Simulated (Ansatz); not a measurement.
# Geometry relaxation of C₃H₁₂BNSi (part 2 of 2)

Continued. System: C₃H₁₂BNSi, SMILES CCB(N)C[SiH3]. Method: RKS B3LYP/6-31G* (Ansatz 0.2.0). It belongs to a series of runs on one base structure; here: end point B relaxed.

Geometry of the input (Å):
```
C  0.7296  -2.0332  -0.2095
C  1.1946  -0.7228  -0.8936
B  0.4409  0.5855  -0.3284
N  1.3539  1.6410  0.4405
C  -1.0805  0.8105  -0.5769
Si -1.9997  0.7740  1.0665
H  1.2512  -2.8656  -0.6224
H  -0.3648  -2.1072  -0.4274
H  0.8544  -1.9269  0.9184
H  2.2942  -0.6369  -0.6934
H  1.0124  -0.7773  -1.9665
H  0.9304  1.7822  1.3801
H  1.4128  2.4269  -0.1263
H  -1.2622  1.8193  -1.0183
H  -1.4890  0.0148  -1.2236
H  -1.7889  -0.5217  1.7142
H  -1.4813  1.8413  1.9579
H  -3.4453  0.9864  0.8413
```

**Trajectory as extended XYZ, continued**
```
18
Properties=species:S:1:pos:R:3:forces:R:3 step=7 energy=-13352.55168
C     0.7491   -1.9890   -0.3399    0.1539   0.0769  -0.0188
C     1.2542   -0.6397   -0.8890    0.0683   0.0960  -0.0788
B     0.4687    0.6001   -0.2637    0.4264  -0.0226  -0.0047
N     1.1855    1.6336    0.3962   -0.0252   0.5229  -0.3165
C    -1.1190    0.6681   -0.4088    0.2708   0.1615  -0.1694
Si   -2.1223    0.7865    1.1791   -0.0908  -0.0008  -0.0362
H     1.2987   -2.8242   -0.7886   -0.0292  -0.0705   0.0554
H    -0.3137   -2.1357   -0.5508   -0.0766  -0.0482  -0.0019
H     0.8814   -2.0353    0.7462   -0.0006  -0.1118   0.0470
H     2.3426   -0.5775   -0.7241   -0.0990   0.0725  -0.0124
H     1.1116   -0.6460   -1.9832    0.0167   0.0535   0.0436
H     0.6898    2.4374    0.7802    0.1113  -0.1665  -0.1175
H     2.1681    1.8720    0.2117   -0.5490  -0.5594   0.2809
H    -1.3311    1.5905   -0.9761   -0.0786  -0.0294   0.0610
H    -1.4615   -0.1618   -1.0465   -0.1212   0.0951   0.2347
H    -2.0452   -0.4616    1.9879    0.0312   0.0222   0.0202
H    -1.6317    1.9247    2.0180   -0.0195  -0.0776  -0.0345
H    -3.5624    1.0483    0.8837    0.0112  -0.0140   0.0480
18
Properties=species:S:1:pos:R:3:forces:R:3 step=8 energy=-13352.60188
C     0.8117   -2.0049   -0.3424   -0.0481  -0.0003  -0.1684
C     1.2656   -0.6427   -0.9248   -0.0846  -0.1524   0.2951
B     0.4729    0.5816   -0.2879   -0.1747   0.1254   0.1092
N     1.1697    1.6100    0.3729    0.3433   0.2531  -0.2128
C    -1.1177    0.7206   -0.4043   -0.3177  -0.3145  -0.1396
Si   -2.1826    0.8073    1.1565    0.3676   0.1921   0.3292
H     1.3525   -2.8431   -0.7983    0.0155   0.0080  -0.0116
H    -0.2571   -2.1748   -0.5225    0.0078  -0.0104   0.0170
H     0.9706   -2.0677    0.7414    0.0276   0.0826  -0.0265
H     2.3465   -0.5394   -0.7618    0.0728   0.0507  -0.0522
H     1.1166   -0.6539   -2.0171   -0.0231  -0.0052   0.0728
H     0.7075    2.4495    0.7075    0.0743  -0.1312   0.0416
H     2.1842    1.7111    0.3295   -0.3706  -0.1410   0.1285
H    -1.3236    1.6480   -0.9610   -0.0686  -0.0287  -0.0336
H    -1.5466   -0.1034   -0.9939    0.1139   0.0955  -0.1591
H    -2.0628   -0.4030    2.0167    0.0006  -0.0797  -0.1018
H    -1.7046    1.9439    1.9866   -0.0161   0.1301   0.1181
H    -3.6400    1.0511    0.9353    0.0800  -0.0742  -0.2060
18
Properties=species:S:1:pos:R:3:forces:R:3 step=9 energy=-13352.66170
C     0.8148   -2.0146   -0.3311    0.0385   0.0450   0.1122
C     1.2286   -0.6460   -0.8977    0.0978   0.0607  -0.0784
B     0.4482    0.5987   -0.2952   -0.2734   0.0539   0.0572
N     1.1723    1.6321    0.3266   -0.0080  -0.0889  -0.0357
C    -1.1451    0.7328   -0.4363    0.2039   0.1158   0.0617
Si   -2.1499    0.8233    1.1652    0.0742  -0.0511  -0.0735
H     1.3631   -2.8325   -0.8129   -0.0077  -0.0239   0.0083
H    -0.2546   -2.2060   -0.4683   -0.0450  -0.0104   0.0040
H     1.0246   -2.0608    0.7446   -0.0392  -0.0909   0.0039
H     2.3141   -0.5230   -0.7692    0.0277  -0.0062  -0.0285
H     1.0546   -0.6543   -1.9845    0.0136   0.0043  -0.0572
H     0.7473    2.4475    0.7444   -0.0429   0.0849  -0.0052
H     2.1817    1.6339    0.3905   -0.0105  -0.0423   0.0421
H    -1.3541    1.6694   -0.9772   -0.0445  -0.0228  -0.0060
H    -1.5507   -0.0776   -1.0539   -0.0411  -0.0116   0.0075
H    -2.0019   -0.4118    1.9815    0.0270  -0.0246   0.0260
H    -1.7250    1.9765    2.0108    0.0391   0.0105  -0.0137
H    -3.6054    1.0027    0.8952   -0.0096  -0.0022  -0.0247
18
Properties=species:S:1:pos:R:3:forces:R:3 step=10 energy=-13352.67147
C     0.8028   -2.0007   -0.3134   -0.0111  -0.0323  -0.1056
C     1.2329   -0.6396   -0.9052   -0.0468  -0.0349   0.1491
B     0.4411    0.6056   -0.3063    0.0521   0.0084  -0.0207
N     1.1626    1.6300    0.3323   -0.0438   0.0255   0.0034
C    -1.1399    0.7456   -0.4528   -0.0331   0.0090  -0.0235
Si   -2.1261    0.8047    1.1581    0.0451   0.0144   0.0089
H     1.3398   -2.8314   -0.7878   -0.0099  -0.0068   0.0018
H    -0.2695   -2.1805   -0.4614    0.0162   0.0042   0.0065
H     0.9957   -2.0651    0.7645    0.0147   0.0750  -0.0120
H     2.3188   -0.5182   -0.7775    0.0059  -0.0030  -0.0020
H     1.0597   -0.6615   -1.9929   -0.0026  -0.0262   0.0053
H     0.7327    2.4590    0.7223    0.0205  -0.0032   0.0121
H     2.1693    1.6175    0.4318   -0.0319  -0.0170   0.0019
H    -1.3631    1.6853   -0.9820   -0.0224  -0.0084   0.0125
H    -1.5570   -0.0606   -1.0704    0.0110   0.0094  -0.0085
H    -1.9496   -0.4302    1.9736    0.0217   0.0074  -0.0180
H    -1.7002    1.9634    1.9978    0.0054  -0.0098  -0.0046
H    -3.5873    0.9671    0.9018    0.0090  -0.0118  -0.0066
18
Properties=species:S:1:pos:R:3:forces:R:3 step=11 energy=-13352.67595
C     0.7917   -1.9967   -0.3064   -0.0140  -0.0019  -0.0119
C     1.2271   -0.6396   -0.9001   -0.0279  -0.0262   0.0317
B     0.4359    0.6146   -0.3187    0.0404  -0.0567   0.0028
N     1.1522    1.6328    0.3333   -0.0387   0.0560   0.0191
C    -1.1417    0.7566   -0.4727   -0.0482   0.0170  -0.0351
Si   -2.1044    0.7943    1.1513    0.0257   0.0074   0.0023
H     1.3262   -2.8339   -0.7723   -0.0041   0.0128  -0.0013
H    -0.2813   -2.1737   -0.4518    0.0166   0.0062   0.0016
H     0.9849   -2.0466    0.7722    0.0009   0.0208  -0.0055
H     2.3133   -0.5207   -0.7705   -0.0012  -0.0039   0.0070
H     1.0587   -0.6718   -1.9885    0.0067   0.0026  -0.0033
H     0.7225    2.4612    0.7256    0.0188  -0.0160  -0.0045
H     2.1546    1.6065    0.4582    0.0228  -0.0056  -0.0018
H    -1.3751    1.7015   -0.9879   -0.0045  -0.0082   0.0130
H    -1.5601   -0.0447   -1.0952    0.0084   0.0034  -0.0101
H    -1.8972   -0.4423    1.9574    0.0059   0.0120  -0.0210
H    -1.6752    1.9525    1.9903   -0.0125  -0.0089  -0.0068
H    -3.5696    0.9404    0.9085    0.0049  -0.0108   0.0237
18
Properties=species:S:1:pos:R:3:forces:R:3 step=12 energy=-13352.67866
C     0.7727   -1.9892   -0.2932   -0.0102   0.0006   0.0211
C     1.2215   -0.6404   -0.8928   -0.0131  -0.0104  -0.0223
B     0.4320    0.6227   -0.3297    0.0493  -0.0330  -0.0208
N     1.1462    1.6376    0.3302    0.0181   0.0256   0.0200
C    -1.1424    0.7725   -0.4986   -0.0678   0.0331  -0.0139
Si   -2.0794    0.7777    1.1405   -0.0328  -0.0340   0.0262
H     1.3045   -2.8340   -0.7483   -0.0028   0.0128   0.0029
H    -0.3006   -2.1598   -0.4428    0.0116   0.0031  -0.0013
H     0.9595   -2.0272    0.7870   -0.0051  -0.0064  -0.0064
H     2.3073   -0.5274   -0.7539   -0.0080  -0.0013   0.0108
H     1.0642   -0.6806   -1.9830    0.0064   0.0092   0.0061
H     0.7194    2.4680    0.7202    0.0049  -0.0004  -0.0073
H     2.1463    1.5983    0.4753   -0.0070   0.0012  -0.0080
H    -1.3832    1.7269   -0.9920    0.0247  -0.0124   0.0110
H    -1.5616   -0.0188   -1.1331    0.0100   0.0012   0.0032
H    -1.8277   -0.4638    1.9276    0.0044   0.0287  -0.0168
H    -1.6619    1.9372    1.9831   -0.0015  -0.0105  -0.0120
H    -3.5542    0.8904    0.9360    0.0190  -0.0070   0.0076
18
Properties=species:S:1:pos:R:3:forces:R:3 step=13 energy=-13352.68026
C     0.7495   -1.9813   -0.2809   -0.0053   0.0024   0.0159
C     1.2167   -0.6411   -0.8847    0.0082   0.0045  -0.0286
B     0.4331    0.6328   -0.3390    0.0184  -0.0166   0.0076
N     1.1497    1.6462    0.3221    0.0224   0.0050  -0.0070
C    -1.1414    0.7880   -0.5128   -0.0306   0.0234  -0.0071
Si   -2.0642    0.7537    1.1350   -0.0180  -0.0272   0.0091
H     1.2804   -2.8330   -0.7237   -0.0033   0.0062   0.0049
H    -0.3229   -2.1444   -0.4421    0.0041  -0.0005  -0.0025
H     0.9232   -2.0122    0.8018   -0.0056  -0.0101  -0.0077
H     2.3017   -0.5368   -0.7318   -0.0097  -0.0003   0.0047
H     1.0738   -0.6862   -1.9767    0.0039   0.0025   0.0115
H     0.7277    2.4834    0.7025   -0.0032   0.0022  -0.0068
H     2.1488    1.6004    0.4733   -0.0151   0.0015  -0.0074
H    -1.3835    1.7524   -0.9855    0.0173  -0.0146   0.0174
H    -1.5582    0.0079   -1.1626    0.0086   0.0052   0.0072
H    -1.7663   -0.4875    1.9071   -0.0133   0.0350  -0.0187
H    -1.6607    1.9164    1.9793   -0.0109  -0.0084  -0.0011
H    -3.5447    0.8316    0.9513    0.0320  -0.0102   0.0086
18
Properties=species:S:1:pos:R:3:forces:R:3 step=14 energy=-13352.68169
C     0.7213   -1.9745   -0.2693    0.0034   0.0012   0.0049
C     1.2143   -0.6432   -0.8730    0.0130  -0.0015   0.0016
B     0.4388    0.6430   -0.3446   -0.0017   0.0224  -0.0024
N     1.1614    1.6619    0.3027    0.0044  -0.0022  -0.0178
C    -1.1357    0.8067   -0.5199    0.0024   0.0048   0.0126
Si   -2.0510    0.7253    1.1327   -0.0359  -0.0384  -0.0009
H     1.2516   -2.8343   -0.6972   -0.0064   0.0045   0.0051
H    -0.3496   -2.1273   -0.4494    0.0057  -0.0014  -0.0029
H     0.8744   -2.0008    0.8167   -0.0050  -0.0069  -0.0126
H     2.2980   -0.5513   -0.7028   -0.0160   0.0000  -0.0012
H     1.0887   -0.6918   -1.9671   -0.0003   0.0041   0.0164
H     0.7458    2.5108    0.6646    0.0000  -0.0159  -0.0091
H     2.1599    1.6115    0.4548   -0.0053   0.0034  -0.0020
H    -1.3762    1.7835   -0.9669    0.0065  -0.0245   0.0223
H    -1.5500    0.0415   -1.1891   -0.0005   0.0161   0.0177
H    -1.7129   -0.5153    1.8894   -0.0058   0.0405  -0.0230
H    -1.6807    1.8899    1.9891   -0.0031  -0.0080  -0.0046
H    -3.5354    0.7545    0.9618    0.0445   0.0018  -0.0041
18
Properties=species:S:1:pos:R:3:forces:R:3 step=15 energy=-13352.68277
C     0.6980   -1.9711   -0.2622    0.0001   0.0056  -0.0084
C     1.2145   -0.6450   -0.8593    0.0122  -0.0105   0.0179
B     0.4461    0.6523   -0.3480   -0.0172   0.0223   0.0225
N     1.1757    1.6800    0.2777   -0.0031  -0.0043  -0.0194
C    -1.1289    0.8190   -0.5158    0.0004   0.0008   0.0066
Si   -2.0465    0.6994    1.1343    0.0037  -0.0131  -0.0153
H     1.2292   -2.8360   -0.6785   -0.0081   0.0057   0.0035
H    -0.3706   -2.1148   -0.4642    0.0163  -0.0005   0.0006
H     0.8286   -1.9987    0.8268   -0.0027   0.0042  -0.0207
H     2.2966   -0.5644   -0.6726   -0.0203   0.0005  -0.0040
H     1.1056   -0.6932   -1.9552    0.0003  -0.0018   0.0130
H     0.7644    2.5365    0.6265    0.0039  -0.0193  -0.0135
H     2.1749    1.6290    0.4253   -0.0063   0.0034   0.0027
H    -1.3709    1.8054   -0.9401   -0.0020  -0.0297   0.0155
H    -1.5439    0.0673   -1.1999    0.0027   0.0207   0.0141
H    -1.6765   -0.5396    1.8780   -0.0249   0.0362  -0.0158
H    -1.7028    1.8647    2.0008   -0.0046  -0.0130   0.0005
H    -3.5308    0.6995    0.9587    0.0497  -0.0071   0.0000
18
Properties=species:S:1:pos:R:3:forces:R:3 step=16 energy=-13352.68359
C     0.6778   -1.9707   -0.2604   -0.0047   0.0113  -0.0059
C     1.2164   -0.6465   -0.8427    0.0064  -0.0265   0.0367
B     0.4529    0.6597   -0.3462   -0.0040   0.0302  -0.0075
N     1.1896    1.7004    0.2491   -0.0171  -0.0067  -0.0081
C    -1.1217    0.8271   -0.5078    0.0020   0.0030   0.0153
Si   -2.0409    0.6791    1.1396   -0.0124  -0.0157  -0.0181
H     1.2122   -2.8380   -0.6676   -0.0096   0.0063   0.0032
H    -0.3874   -2.1065   -0.4867    0.0314   0.0018   0.0055
H     0.7840   -2.0027    0.8314   -0.0025   0.0056  -0.0309
H     2.2962   -0.5761   -0.6382   -0.0241  -0.0006  -0.0047
H     1.1259   -0.6908   -1.9407    0.0015   0.0042   0.0131
H     0.7824    2.5676    0.5763    0.0088  -0.0289  -0.0096
H     2.1889    1.6490    0.3956   -0.0037   0.0052  -0.0004
H    -1.3671    1.8201   -0.9146   -0.0036  -0.0305   0.0149
H    -1.5383    0.0861   -1.2027    0.0058   0.0184   0.0180
H    -1.6666   -0.5620    1.8759   -0.0002   0.0253  -0.0165
H    -1.7192    1.8391    2.0218   -0.0052  -0.0144  -0.0112
H    -3.5225    0.6553    0.9504    0.0311   0.0119   0.0061
18
Properties=species:S:1:pos:R:3:forces:R:3 step=17 energy=-13352.68407
C     0.6684   -1.9724   -0.2639   -0.0102   0.0190   0.0055
C     1.2204   -0.6475   -0.8304    0.0005  -0.0206   0.0039
B     0.4559    0.6634   -0.3473    0.0077   0.0105   0.0311
N     1.1940    1.7118    0.2326   -0.0197  -0.0011  -0.0102
C    -1.1188    0.8267   -0.5020   -0.0202   0.0088   0.0004
Si   -2.0391    0.6701    1.1430    0.0053   0.0114   0.0027
H     1.2061   -2.8396   -0.6666   -0.0050   0.0054   0.0013
H    -0.3934   -2.1037   -0.5078    0.0297   0.0030   0.0060
H     0.7569   -2.0098    0.8292   -0.0027   0.0015  -0.0270
H     2.2972   -0.5817   -0.6100   -0.0205   0.0008  -0.0023
H     1.1469   -0.6870   -1.9300    0.0056   0.0021   0.0089
H     0.7864    2.5818    0.5517    0.0085  -0.0231  -0.0122
H     2.1939    1.6644    0.3750   -0.0005   0.0016   0.0028
H    -1.3704    1.8202   -0.9028    0.0017  -0.0179   0.0043
H    -1.5360    0.0881   -1.1984    0.0046   0.0072   0.0072
H    -1.6649   -0.5723    1.8744   -0.0010   0.0025  -0.0065
H    -1.7213    1.8258    2.0319    0.0061  -0.0090  -0.0103
H    -3.5195    0.6521    0.9539    0.0101  -0.0022  -0.0057
18
Properties=species:S:1:pos:R:3:forces:R:3 step=18 energy=-13352.68428
C     0.6632   -1.9757   -0.2705   -0.0059   0.0113   0.0040
C     1.2238   -0.6477   -0.8184   -0.0051  -0.0202   0.0082
B     0.4552    0.6624   -0.3400    0.0234   0.0289  -0.0248
N     1.1934    1.7205    0.2214   -0.0139  -0.0062   0.0030
C    -1.1189    0.8223   -0.4954   -0.0261   0.0025   0.0028
Si   -2.0388    0.6680    1.1485    0.0308   0.0195  -0.0100
H     1.2048   -2.8403   -0.6731   -0.0003  -0.0021   0.0012
H    -0.3950   -2.1040   -0.5293    0.0167   0.0030   0.0036
H     0.7371   -2.0219    0.8231   -0.0011  -0.0013  -0.0164
H     2.2973   -0.5841   -0.5829   -0.0116  -0.0002  -0.0001
H     1.1665   -0.6783   -1.9195    0.0016   0.0050   0.0145
H     0.7853    2.5945    0.5272    0.0014  -0.0115  -0.0015
H     2.1937    1.6771    0.3625    0.0009  -0.0007   0.0005
H    -1.3747    1.8135   -0.8980    0.0097  -0.0014  -0.0037
H    -1.5354    0.0813   -1.1891    0.0036  -0.0048  -0.0033
H    -1.6684   -0.5785    1.8727   -0.0091  -0.0114   0.0122
H    -1.7086    1.8198    2.0369   -0.0049  -0.0047   0.0037
H    -3.5177    0.6615    0.9563   -0.0100  -0.0056   0.0061
18
Properties=species:S:1:pos:R:3:forces:R:3 step=19 energy=-13352.68447
C     0.6591   -1.9752   -0.2736   -0.0058   0.0078   0.0025
C     1.2257   -0.6474   -0.8142    0.0024  -0.0036  -0.0133
B     0.4549    0.6645   -0.3447    0.0125   0.0002   0.0220
N     1.1905    1.7236    0.2176   -0.0056  -0.0009  -0.0039
C    -1.1200    0.8199   -0.4969   -0.0053   0.0049  -0.0106
Si   -2.0328    0.6683    1.1507    0.0098   0.0015  -0.0090
H     1.2027   -2.8397   -0.6731    0.0019  -0.0027   0.0002
H    -0.3968   -2.1018   -0.5414    0.0062   0.0010   0.0013
H     0.7238   -2.0236    0.8202   -0.0006  -0.0004  -0.0080
H     2.2966   -0.5847   -0.5679   -0.0059   0.0005  -0.0011
H     1.1801   -0.6764   -1.9160    0.0020  -0.0015   0.0120
H     0.7807    2.5971    0.5221   -0.0011  -0.0034  -0.0013
H     2.1903    1.6810    0.3627    0.0011  -0.0003  -0.0025
H    -1.3788    1.8089   -0.9022    0.0028   0.0049  -0.0033
H    -1.5361    0.0754   -1.1871   -0.0018  -0.0046  -0.0027
H    -1.6680   -0.5808    1.8737    0.0036  -0.0074   0.0092
H    -1.6967    1.8178    2.0394   -0.0039   0.0000   0.0030
H    -3.5124    0.6635    0.9634   -0.0123   0.0039   0.0055
18
Properties=species:S:1:pos:R:3:forces:R:3 step=20 energy=-13352.68454
C     0.6592   -1.9759   -0.2756   -0.0019   0.0019   0.0007
C     1.2265   -0.6475   -0.8132    0.0026   0.0000  -0.0069
B     0.4545    0.6635   -0.3433    0.0093   0.0025   0.0032
N     1.1891    1.7236    0.2180   -0.0013  -0.0021  -0.0013
C    -1.1205    0.8186   -0.4979   -0.0041  -0.0008  -0.0009
Si   -2.0322    0.6695    1.1507   -0.0057   0.0024   0.0062
H     1.2040   -2.8400   -0.6749    0.0011  -0.0018  -0.0001
H    -0.3959   -2.1024   -0.5459    0.0004  -0.0002  -0.0005
H     0.7213   -2.0258    0.8181   -0.0002  -0.0004  -0.0017
H     2.2967   -0.5848   -0.5643   -0.0019   0.0002  -0.0002
H     1.1836   -0.6751   -1.9150    0.0002  -0.0004   0.0065
H     0.7782    2.5964    0.5228   -0.0019   0.0011  -0.0015
H     2.1892    1.6828    0.3612   -0.0003  -0.0016   0.0010
H    -1.3783    1.8070   -0.9055    0.0014   0.0022   0.0000
H    -1.5360    0.0726   -1.1869   -0.0006  -0.0019  -0.0004
H    -1.6683   -0.5786    1.8767    0.0044  -0.0038  -0.0008
H    -1.6955    1.8190    2.0391    0.0033   0.0034  -0.0005
H    -3.5128    0.6675    0.9685   -0.0047  -0.0006  -0.0025
```

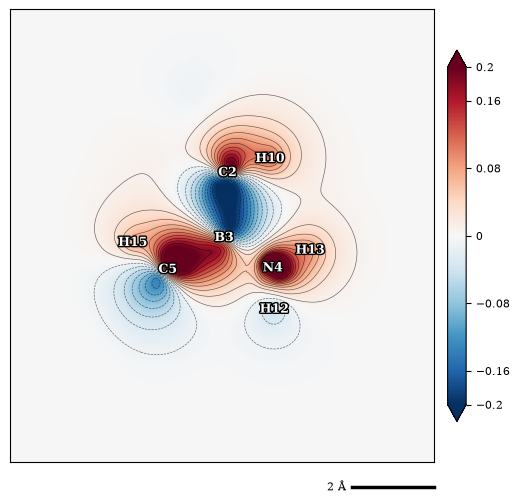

**Figure 1.** The HOMO on the plane of atoms B3, C2 and H10 (values in Å⁻³ᐟ²; the overall sign is arbitrary). By Hirshfeld shares it lies mainly on N4 (50 %), B3 (10 %) and C5 (10 %). Its energy is −7.35 eV.

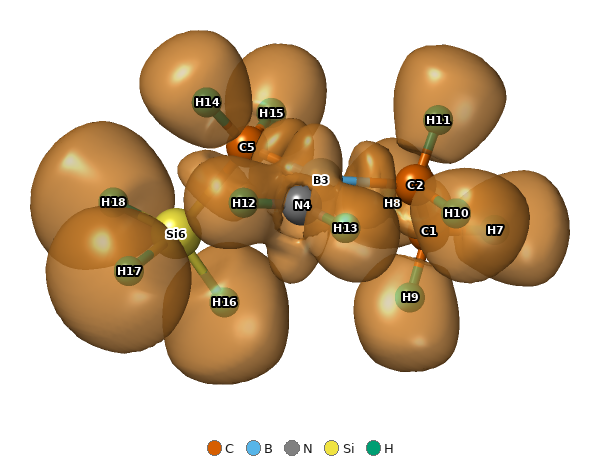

**Figure 2.** Isosurface of the ELF at 0.75 (orange), seen from the side. Core shells and regions of very low density are left out. C–C (1.54 Å): the ELF peaks at about 0.95 between the atoms (a shared electron pair).

**Summary**

| quantity | value |
| --- | --- |
| outcome | converged |
| total energy | −13352.6848 eV |
| mean-field energy | −13352.6848 eV |
| largest force (length of the vector) at the end | 0.010 eV/Å |
| wall time | 78 s (CPU time 2.5 min) |
| peak memory | 0.3 GiB |
